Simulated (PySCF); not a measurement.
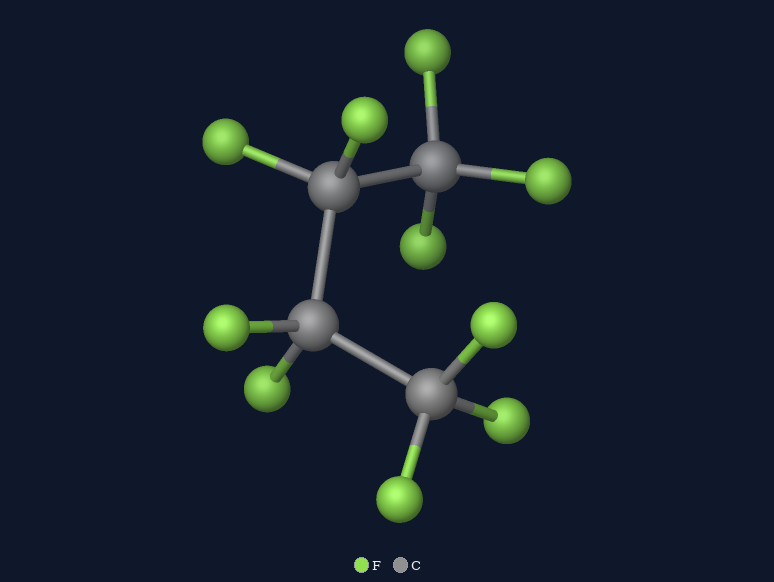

The geometry was computed by an optimisation with GFN2-xTB. No frequency run is at hand to confirm it as a minimum.

Give the structural formula.

SMILES: FC(F)(F)C(F)(F)C(F)(F)C(F)(F)F

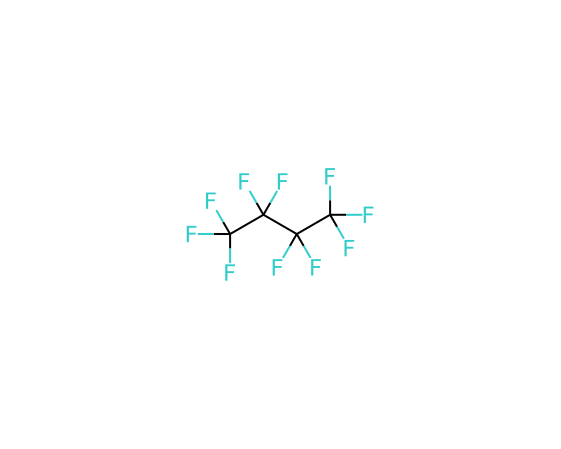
